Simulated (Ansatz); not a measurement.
**Computed scan of one atom of the cell: TaN (space group P-6m2)**

TaN (space group P-6m2)

```
CELL_PARAMETERS angstrom
      2.93603     0.00000     0.00000
     -1.46801     2.54267     0.00000
      0.00000     0.00000     2.88470
ATOMIC_POSITIONS crystal
  Ta 0.00000 0.00000 0.50000
  N  0.66667 0.33333 0.00000
```

In each cell atom 1 (Ta, nearest neighbour N at 2.226 Å; its periodic images, 2.9 Å or more away, move with it) moves by s·(1.000, 0.000, 0.000) (along Cartesian x), the rest being held.

All values below come from r2SCAN (plane waves to 500 eV, PAW, scalar-relativistic; Ansatz, a first-principles code). k mesh 10×10×9 (Γ-centred), Fermi-Dirac smearing 0.05 eV. E stands for the smeared free energy. With partly filled bands, energies and forces of such displacements shift with the k mesh and the smearing. F⊥ is the part of the force across the line. At this level the bands of TaN touch or barely overlap. Spin-orbit coupling is left out, though Ta is heavy. TaN is run without spin polarisation. TaN was relaxed with its symmetry unable to fall. This is one of several known forms of TaN; the measured ambient cells at hand have space group No. 189. The zero of ΔE is the undisplaced structure.

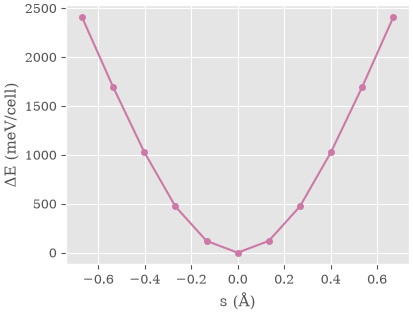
Fig. 1. ΔE (meV/cell) against s (Å); markers are the computed points, lines only join them.

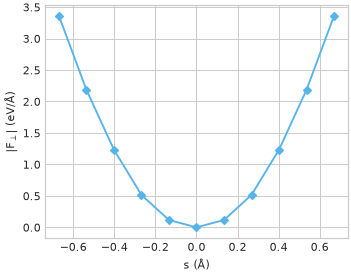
Figure. |F⊥| (eV/Å) against s (Å); markers are the computed points, lines only join them.

The force along the line at s = -0.670 Å is 5.22 eV/Å and the force constant k = d²E/ds² at s = 0 (finite differences) is 13.4 eV/Å². The energy at s = 0.670 Å is 2408 meV/cell. Symmetry of the curve: even: the same for both signs. Shape of the curve: a single well with its minimum at or next to zero displacement.

With its periodic images moving along, the atom's site symmetry in this cell is -6m2.

(A displaced cell: forces are minus the slopes of the energy, force constants its curvatures, and phonons follow from these.)
